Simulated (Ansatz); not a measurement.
# H₂Cl (doublet): one geometry, many settings at distance H1–H2 along a hydrogen transfer = 0.693 Å

What do other methods and options give for H₂Cl (doublet) at this geometry, and how long do they take?

The runs use Ansatz 0.2.0, Gaussian basis; the settings change from run to run.

6 further runs of the same task are left out: 1 for a mislabelled method, 3 that didn't finish, 2 set aside as unsound or not needed.

**1. What is computed**

The geometry derives from fragments relaxed apart (PBE0/def2-TZVP) and kept rigid, so it is no stationary point. A hydrogen atom is moved between rigid fragments.

3 atoms, charge 0, spin multiplicity 2.

Atoms are counted from 1 here; the program's logs count them from 0.

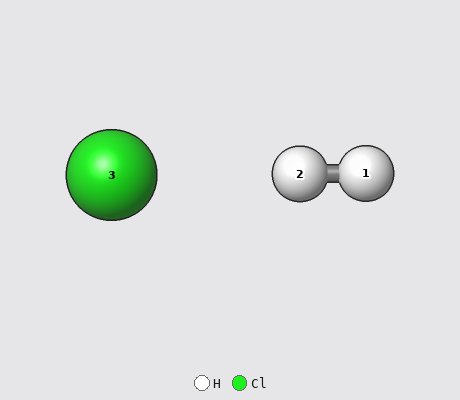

The structure; hydrogen white, chlorine green; atoms are numbered from 1 in the order of the file.

**2. CASCI(5,5)/def2-mTZVP**

in.yaml reads:

```yaml
crystal:
  periodic: [false, false, false]
  atoms:
    - {symbol: H, position_ang: [0.000000, 0.000000, -1.123667]}
    - {symbol: H, position_ang: [0.000000, 0.000000, -0.430667]}
    - {symbol: Cl, position_ang: [0.000000, 0.000000, 1.554333]}
basis:
  gaussian: {orbitals: def2-mTZVP}
magnetization: {spin_polarized: false, initial_magnetization: 1}
correlation: {active_space: {window: {electrons: 5, orbitals: 5}, fixed_orbitals: true, states: [{multiplicity: 2, weights: [1, 1]}, {multiplicity: 4, weights: [1]}], root: 0}}
accuracy: high
output: {forces: true}
```

Launch:

```bash
ansatz run in.yaml --threads 1 --pin off --events-out ev --progress --plain --max-ram 2393MiB
```

Standard output:

```text
Functional definition: HF
  name "HF"
  cite "Fock, Z. Phys. 61, 126 (1930) doi:10.1007/BF01340294"
  parent pbe
  exchange = exact_x
  correlation = 0
424 factors; integrals over basis functions are off by at most 3.6e-9 eV
mean field evaluation 1: about -12532.3199 eV, gradient 7.5e0 eV
mean field evaluation 2: about -12532.3245 eV, gradient 7.5e0 eV
mean field evaluation 4: about -12533.1237 eV, gradient 9.7e-1 eV
mean field evaluation 8: about -12533.1321 eV, gradient 2.4e-1 eV
mean field evaluation 16: about -12532.7750 eV, gradient 4.4e0 eV
mean field evaluation 32: about -12533.1270 eV, gradient 1.3e-1 eV
mean field evaluation 64: about -12532.6163 eV, gradient 6.7e0 eV
mean field -12533.13251100 eV, -460.5841245171 hartree, gradient 7.8e-8 eV, S^2 0.750000; 9 other end points of the search recorded, 0 dependent functions left out
reference -12533.13251100 eV, -460.5841245171 hartree; 10, 9 occupied and 18, 19 virtual orbitals, 424 factors
state -12533.13431807 eV, -460.5841909256 hartree
state -12532.78165774 eV, -460.5712308974 hartree
state -12519.91326423 eV, -460.0983261583 hartree
the calculation of the forces begins
Total energy: -12533.13431807 eV, -460.5841909256 hartree
Atom 0 at     0.000000     0.000000    -1.123667 Å, force     0.000000    -0.000000    -1.899208 eV/Å
Atom 1 at     0.000000     0.000000    -0.430667 Å, force    -0.000000    -0.000000     0.897172 eV/Å
Atom 2 at     0.000000     0.000000     1.554333 Å, force     0.000000     0.000000     1.002036 eV/Å
Dipole moment:     0.000000    -0.000000    -0.065435 e Å
```

Wall time 0.3 s (1 thread of Intel Xeon 6975P-C, shared host).

From the report: 24 determinants; active occupations (of the averaged states) 2.00, 1.33, 1.33, 0.33, 0.00.

**3. CCSDTQ on ROHF/STO-3G**

in.yaml reads:

```yaml
crystal:
  periodic: [false, false, false]
  atoms:
    - {symbol: H, position_ang: [0.000000, 0.000000, -1.123667]}
    - {symbol: H, position_ang: [0.000000, 0.000000, -0.430667]}
    - {symbol: Cl, position_ang: [0.000000, 0.000000, 1.554333]}
basis:
  gaussian: {orbitals: STO-3G}
magnetization: {spin_polarized: false, initial_magnetization: 1}
correlation: {method: ccsdtq, electrons: outside_noble_gas, diis_vectors: 2}
accuracy: high
```

Same command.

Standard output (excerpt; [...] marks lines left out):

```text
Functional definition: HF
  name "HF"
  cite "Fock, Z. Phys. 61, 126 (1930) doi:10.1007/BF01340294"
  parent pbe
[...]
158 factors; integrals over basis functions are off by at most 1.7e-8 eV
[...]
mean field -12398.80786914 eV, -455.6477849769 hartree, gradient 1.1e-8 eV, S^2 0.750000; 7 other end points of the search recorded, 0 dependent functions left out
[...]
determinant -12398.80786914 eV, -455.6477849769 hartree, with singles and doubles -12399.32050784 eV, -455.6666241017 hartree
determinant -12398.62518072 eV, -455.6410713015 hartree, with singles and doubles -12399.11172230 eV, -455.6589513749 hartree
determinant -12398.80786914 eV, -455.6477849769 hartree, with singles and doubles -12399.32049567 eV, -455.6666236546 hartree
determinant -12398.62518072 eV, -455.6410713015 hartree, with singles and doubles -12399.11171530 eV, -455.6589511175 hartree
5 core orbitals not correlated: weight in the atoms' cores, before any rotation towards them, 1.000 or more for the frozen orbitals, at most 0.000 for the correlated occupied ones
reference -12398.80786914 eV, -455.6477849769 hartree; 5, 4 occupied and 1, 2 virtual orbitals, 158 factors
second order -0.33343945 eV of doubles, -0.00307508 eV of singles
cycle   1  -0.45199555 eV  change   -1.2e-1 eV  update   2.4e-2
[...]
cycle  18  -0.51265475 eV  change   3.3e-10 eV  update  2.8e-10
Total energy: -12399.32052389 eV, -455.6666246915 hartree
```

It took 0.96 s on 1 thread of Intel Xeon 6975P-C, shared host.

From the report: correlation -0.5127 eV; T1 0.004; largest double amplitude 0.08.

**4. CASSCF(3,4)/def2-mTZVP**

Changes to in.yaml since step 3:

```diff
@@ -7,5 +7,4 @@
 basis:
-  gaussian: {orbitals: STO-3G}
+  gaussian: {orbitals: def2-mTZVP}
 magnetization: {spin_polarized: false, initial_magnetization: 1}
-correlation: {method: ccsdtq, electrons: outside_noble_gas, diis_vectors: 2}
-accuracy: high
+correlation: {active_space: {window: {electrons: 3, orbitals: 4}}}
```

The command is unchanged.

Standard output:

```text
Functional definition: HF
  name "HF"
  cite "Fock, Z. Phys. 61, 126 (1930) doi:10.1007/BF01340294"
  parent pbe
  exchange = exact_x
  correlation = 0
259 factors; integrals over basis functions are off by at most 1.7e-3 eV
mean field evaluation 1: about -12532.3279 eV, gradient 7.5e0 eV
mean field evaluation 2: about -12532.3262 eV, gradient 7.5e0 eV
mean field evaluation 4: about -12533.1244 eV, gradient 9.7e-1 eV
mean field evaluation 8: about -12533.1325 eV, gradient 1.1e-3 eV
mean field evaluation 16: about -12532.8428 eV, gradient 2.0e-6 eV
mean field evaluation 32: about -12533.0945 eV, gradient 7.5e-1 eV
mean field -12533.13249701 eV, -460.5841240029 hartree, gradient 4.9e-6 eV, S^2 0.750000; 7 other end points of the search recorded, 0 dependent functions left out
reference -12533.13249701 eV, -460.5841240029 hartree; 10, 9 occupied and 18, 19 virtual orbitals, 259 factors
state -12533.78634500 eV, -460.6081524733 hartree
Total energy: -12533.78634500 eV, -460.6081524733 hartree
```

It took 0.33 s on 1 thread of Intel Xeon 6975P-C, shared host.

From the report: 24 determinants; active occupations 1.97, 1.00, 0.02, 0.00.

**5. CASSCF(1,2)/6-31G**

Changes to in.yaml since step 4:

```diff
@@ -7,4 +7,5 @@
 basis:
-  gaussian: {orbitals: def2-mTZVP}
+  gaussian: {orbitals: 6-31G}
 magnetization: {spin_polarized: false, initial_magnetization: 1}
-correlation: {active_space: {window: {electrons: 3, orbitals: 4}}}
+correlation: {active_space: {window: {electrons: 1, orbitals: 2}, states: [{multiplicity: 2, weights: [0.5, 0.5]}]}}
+accuracy: high
```

The command is unchanged.

Standard output:

```text
Functional definition: HF
  name "HF"
  cite "Fock, Z. Phys. 61, 126 (1930) doi:10.1007/BF01340294"
  parent pbe
  exchange = exact_x
  correlation = 0
320 factors; integrals over basis functions are off by at most 3.1e-9 eV
mean field evaluation 1: about -12531.4895 eV, gradient 7.5e0 eV
mean field evaluation 2: about -12531.4986 eV, gradient 7.5e0 eV
mean field evaluation 4: about -12532.3323 eV, gradient 7.6e-1 eV
mean field evaluation 8: about -12532.3406 eV, gradient 1.8e-1 eV
mean field evaluation 16: about -12532.3408 eV, gradient 1.9e-8 eV
mean field evaluation 32: about -12532.1981 eV, gradient 6.3e-1 eV
mean field evaluation 64: about -12532.0536 eV, gradient 4.0e-6 eV
mean field -12532.34076282 eV, -460.5550283081 hartree, gradient 1.9e-8 eV, S^2 0.750000; 9 other end points of the search recorded, 0 dependent functions left out
reference -12532.34076282 eV, -460.5550283081 hartree; 10, 9 occupied and 7, 8 virtual orbitals, 320 factors
state -12531.75624140 eV, -460.5335475421 hartree
state -12518.04537541 eV, -460.0296825102 hartree
Total energy: -12524.90080840 eV, -460.2816150262 hartree
```

It took 0.21 s on 1 thread of Intel Xeon 6975P-C, shared host.

From the report: 2 determinants; active occupations (of the averaged states) 0.50, 0.50.

**6. CCSD(T) on ROHF/6-31G***

in.yaml reads:

```yaml
crystal:
  periodic: [false, false, false]
  atoms:
    - {symbol: H, position_ang: [0.000000, 0.000000, -1.123667]}
    - {symbol: H, position_ang: [0.000000, 0.000000, -0.430667]}
    - {symbol: Cl, position_ang: [0.000000, 0.000000, 1.554333]}
basis:
  gaussian: {orbitals: "6-31G*"}
magnetization: {spin_polarized: false, initial_magnetization: 1}
correlation: {method: ccsd_t, electrons: all}
accuracy: high
```

Launched as before.

Standard output (excerpt; [...] marks lines left out):

```text
Functional definition: HF
  name "HF"
  cite "Fock, Z. Phys. 61, 126 (1930) doi:10.1007/BF01340294"
  parent pbe
[...]
379 factors; integrals over basis functions are off by at most 3.5e-9 eV
[...]
mean field -12532.39920558 eV, -460.5571760397 hartree, gradient 9.4e-8 eV, S^2 0.750000; 9 other end points of the search recorded, 0 dependent functions left out
[...]
determinant -12532.39920558 eV, -460.5571760397 hartree, with singles and doubles -12536.76522482 eV, -460.7176242875 hartree
determinant -12532.11262489 eV, -460.5466443938 hartree, with singles and doubles -12536.43453894 eV, -460.7054718056 hartree
determinant -12532.39920558 eV, -460.5571760397 hartree, with singles and doubles -12536.76526224 eV, -460.7176256625 hartree
determinant -12532.11262489 eV, -460.5466443938 hartree, with singles and doubles -12536.43454215 eV, -460.7054719236 hartree
reference -12532.39920558 eV, -460.5571760397 hartree; 10, 9 occupied and 13, 14 virtual orbitals, 379 factors
second order -3.69382386 eV of doubles, -0.07872999 eV of singles
cycle   1  -4.36605643 eV  change    2.3e-7 eV  update   9.9e-7
[...]
cycle  11  -4.36605660 eV  change   4.4e-10 eV  update  3.2e-10
perturbative correction -0.05466923 eV, -0.0020090573 hartree
Total energy: -12536.81993141 eV, -460.7196347177 hartree
```

It took 1.1 s on 1 thread of Intel Xeon 6975P-C, shared host.

From the report: correlation -4.4207 eV; T1 0.010; largest double amplitude 0.05.

**7. BCCD on UHF/def2-SVP**

in.yaml reads:

```yaml
crystal:
  periodic: [false, false, false]
  atoms:
    - {symbol: H, position_ang: [0.000000, 0.000000, -1.123667]}
    - {symbol: H, position_ang: [0.000000, 0.000000, -0.430667]}
    - {symbol: Cl, position_ang: [0.000000, 0.000000, 1.554333]}
basis:
  gaussian: {orbitals: def2-SVP}
magnetization: {spin_polarized: true, initial_magnetization: 1}
correlation: {method: bccd, electrons: valence, diis_vectors: 1}
```

Same command.

Standard output (excerpt; [...] marks lines left out):

```text
Functional definition: HF
  name "HF"
  cite "Fock, Z. Phys. 61, 126 (1930) doi:10.1007/BF01340294"
  parent pbe
[...]
260 factors; integrals over basis functions are off by at most 1.2e-3 eV
[...]
mean field -12529.02585010 eV, -460.4332075124 hartree, gradient 2.4e-6 eV, S^2 0.758311; 7 other end points of the search recorded, 0 dependent functions left out
determinant -12529.02585010 eV, -460.4332075124 hartree, with singles and doubles -12533.46313856 eV, -460.5962748556 hartree
determinant -12528.77352420 eV, -460.4239347067 hartree, with singles and doubles -12533.19883797 eV, -460.5865619882 hartree
determinant -12529.02585010 eV, -460.4332075124 hartree, with singles and doubles -12533.46311320 eV, -460.5962739238 hartree
determinant -12528.77352420 eV, -460.4239347067 hartree, with singles and doubles -12533.19882351 eV, -460.5865614567 hartree
5 core orbitals not correlated: weight in the atoms' cores, before any rotation towards them, 1.000 or more for the frozen orbitals, at most 0.000 for the correlated occupied ones
reference -12529.02585010 eV, -460.4332075124 hartree; 5, 4 occupied and 18, 19 virtual orbitals, 260 factors
second order -3.77890099 eV of doubles, -0.00000000 eV of singles
cycle   1  -4.43530154 eV  change    2.0e-3 eV  update   1.6e-3
[...]
cycle   6  -4.43462536 eV  change   -1.7e-6 eV  update   7.1e-6
Total energy: -12533.46047546 eV, -460.5961769886 hartree
```

Wall time 0.6 s (1 thread of Intel Xeon 6975P-C, shared host).

From the report: ⟨S²⟩ of the determinant 0.758 (pure doublet: 0.75); correlation -4.4346 eV; largest double amplitude 0.04.

**8. NEVPT2(9,5)/6-31G***

in.yaml reads:

```yaml
crystal:
  periodic: [false, false, false]
  atoms:
    - {symbol: H, position_ang: [0.000000, 0.000000, -1.123667]}
    - {symbol: H, position_ang: [0.000000, 0.000000, -0.430667]}
    - {symbol: Cl, position_ang: [0.000000, 0.000000, 1.554333]}
basis:
  gaussian: {orbitals: "6-31G*"}
magnetization: {spin_polarized: false, initial_magnetization: 1}
correlation: {method: sc_nevpt2, electrons: outside_noble_gas, active_space: {window: {electrons: 9, orbitals: 5}, states: [{multiplicity: 2, weights: [0.5, 1, 1]}], root: 1}}
```

Launched as before.

Standard output (excerpt; [...] marks lines left out):

```text
Functional definition: HF
  name "HF"
  cite "Fock, Z. Phys. 61, 126 (1930) doi:10.1007/BF01340294"
  parent pbe
[...]
358 factors; integrals over basis functions are off by at most 9.0e-8 eV
[...]
mean field -12532.39920557 eV, -460.5571760393 hartree, gradient 2.6e-6 eV, S^2 0.750000; 7 other end points of the search recorded, 0 dependent functions left out
reference -12532.39920557 eV, -460.5571760393 hartree; 10, 9 occupied and 13, 14 virtual orbitals, 358 factors
state -12532.37645670 eV, -460.5563400337 hartree
state -12532.10220508 eV, -460.5462614729 hartree
state -12532.10220508 eV, -460.5462614729 hartree
state -12532.37645670 eV, -460.5563400337 hartree; corrected -12535.46636176 eV, -460.6698919505 hartree
state -12532.10220508 eV, -460.5462614729 hartree; corrected -12535.13600734 eV, -460.6577516495 hartree
state -12532.10220508 eV, -460.5462614729 hartree; corrected -12535.13600734 eV, -460.6577516495 hartree
Total energy: -12535.13600734 eV, -460.6577516495 hartree
```

Wall time 0.24 s (1 thread of Intel Xeon 6975P-C, shared host).

From the report: 3 determinants; active occupations (of the averaged states) 2.00, 2.00, 1.80, 1.60, 1.60.

**9. CCSDT on UHF/6-31++G****

in.yaml reads:

```yaml
crystal:
  periodic: [false, false, false]
  atoms:
    - {symbol: H, position_ang: [0.000000, 0.000000, -1.123667]}
    - {symbol: H, position_ang: [0.000000, 0.000000, -0.430667]}
    - {symbol: Cl, position_ang: [0.000000, 0.000000, 1.554333]}
basis:
  gaussian: {orbitals: "6-31++G**", point_charges: [{charge: -0.50, position_ang: [4.812, -0.655, 0.326]}]}
magnetization: {spin_polarized: true, initial_magnetization: 1}
correlation: {method: ccsdt, electrons: outside_noble_gas}
scf: {lower_state_search: full}
```

Launched as before.

Standard output (excerpt; [...] marks lines left out):

```text
Functional definition: HF
  name "HF"
  cite "Fock, Z. Phys. 61, 126 (1930) doi:10.1007/BF01340294"
  parent pbe
[...]
518 factors; integrals over basis functions are off by at most 1.9e-7 eV
[...]
mean field -12532.64076335 eV, -460.5660531240 hartree, gradient 8.2e-6 eV, S^2 0.758807; 13 other end points of the search recorded, 0 dependent functions left out
determinant -12532.64076335 eV, -460.5660531240 hartree, with singles and doubles -12536.98611737 eV, -460.7257419391 hartree
determinant -12532.39446424 eV, -460.5570017987 hartree, with singles and doubles -12536.72595031 eV, -460.7161809757 hartree
determinant -12532.35530657 eV, -460.5555627808 hartree, with singles and doubles -12536.68805042 eV, -460.7147881807 hartree
determinant -12532.64076335 eV, -460.5660531240 hartree, with singles and doubles -12536.97321892 eV, -460.7252679297 hartree
determinant -12532.39446424 eV, -460.5570017987 hartree, with singles and doubles -12536.71178882 eV, -460.7156605508 hartree
determinant -12532.35530657 eV, -460.5555627808 hartree, with singles and doubles -12536.67389465 eV, -460.7142679658 hartree
5 core orbitals not correlated: weight in the atoms' cores, before any rotation towards them, 1.000 or more for the frozen orbitals, at most 0.000 for the correlated occupied ones
reference -12532.64076335 eV, -460.5660531240 hartree; 5, 4 occupied and 25, 26 virtual orbitals, 518 factors
second order -3.68877554 eV of doubles, -0.00000000 eV of singles
cycle   1  -4.18068214 eV  change   -4.9e-1 eV  update   4.4e-2
[...]
cycle  18  -4.39391522 eV  change   -3.3e-7 eV  update   6.5e-7
Total energy: -12537.03467857 eV, -460.7275265301 hartree
```

Run time: 4.3 s. Hardware: 1 thread of Intel Xeon 6975P-C, shared host.

From the report: ⟨S²⟩ of the determinant 0.759 (pure doublet: 0.75); correlation -4.3939 eV; T1 0.008; largest double amplitude 0.05.

**10. The runs in one table**

| level | correlated | functions | energy (eV) | time |
| --- | --- | --- | --- | --- |
| CASCI(5,5)/def2-mTZVP (lowest root of an average) |  | 28 | -12533.1343 | 0.3 s |
| CCSDTQ on ROHF/STO-3G | outside noble gas | 11 | -12399.3205 | 0.96 s |
| CASSCF(3,4)/def2-mTZVP |  | 28 | -12533.7863 | 0.33 s |
| CASSCF(1,2)/6-31G (mean of several states) |  | 17 | -12524.9008 | 0.21 s |
| CCSD(T) on ROHF/6-31G* | all | 23 | -12536.8199 | 1.1 s |
| BCCD on UHF/def2-SVP | valence | 28 | -12533.4605 | 0.6 s |
| NEVPT2(9,5)/6-31G* (excited root 1 of an average) | outside noble gas | 23 | -12535.1360 | 0.24 s |
| CCSDT on UHF/6-31++G** (beside a point charge) | outside noble gas | 35 | -12537.0347 | 4.3 s |

**11. Results**

| quantity | value |
| --- | --- |
| runs | 8 |
| quickest | CASSCF(1,2)/6-31G (mean of several states), 0.21 s |
| slowest | CCSDT on UHF/6-31++G** (beside a point charge), 4.3 s |

What this shows: Total energies in different bases, with other cores or another treatment of relativity can't be set against each other. CCSDT on UHF/6-31++G** (beside a point charge) took 21 times as long as CASSCF(1,2)/6-31G (mean of several states); the jobs differ in more than the method.
